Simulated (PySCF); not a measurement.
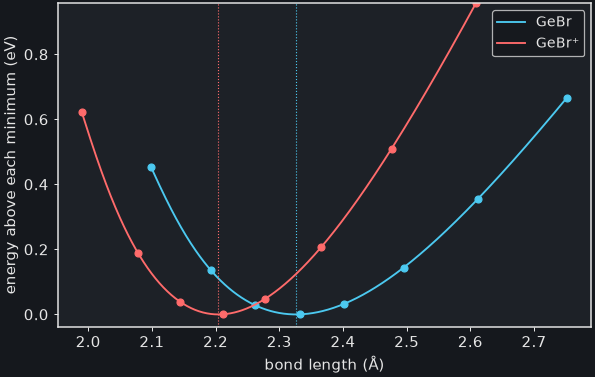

Bond curves of GeBr, doublet (excess alpha electrons: πy +1) and GeBr⁺, singlet, each counted from its own minimum; dotted lines mark the fitted bond lengths. CCSD(T)/def2-TZVPPD, PySCF, on the lowest solution that a PBE0 search found for each, one reference determinant (UHF and RHF) with the occupation held, inner shells frozen, no spin-orbit coupling.

What does removing an electron do to the bond?

Answer. re goes from 2.326 to 2.205 Å (−0.122 Å) and ωe from 300 to 375 cm⁻¹ (+25 %). The electron leaves a π orbital, which by this response is antibonding in effect (the bond is polar, so the change of ionic attraction counts too).

And the dissociation energies?

Answer. De is 3.52 eV for GeBr and 4.22 eV for GeBr⁺, each to its own lowest fragments (Ge + Br; Ge⁺ + Br) in their ground configurations, without counterpoise.

Limits of at least one run: lowest determinant of a PBE0 search, another state may lie lower; no scalar relativity; spin-orbit coupling is left out; it can lower the fragments Ge and Br more than the molecule, and De with it; spin-orbit coupling is left out; it can lower the fragments Ge⁺ and Br more than the molecule, and De with it.
